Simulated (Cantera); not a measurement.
A closed system holds: 1 mol PH3, 1.6 mol H2O, held at 133 Pa.

Equilibrium computed with Cantera from the NASA thermochemical tables; the gas is ideal and each condensed phase is pure. Candidate condensed phases: H2O, P, P4O10; 17 gas species. Gases not in the tables: HPO2, HPO3 and P4O6. The numbers say what is thermodynamically allowed, not how fast it happens.

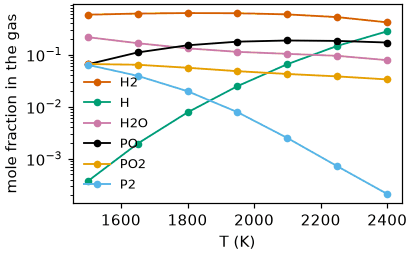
Figure: Equilibrium gas composition (values under 1e-9 drawn at 1e-9)

**Question.** Read off the mole fractions at 1950 K.

**Answer.** H2 about 0.63, PO about 0.18, H2O about 0.11, PO2 about 0.048, H about 0.025, P2 about 0.0079.
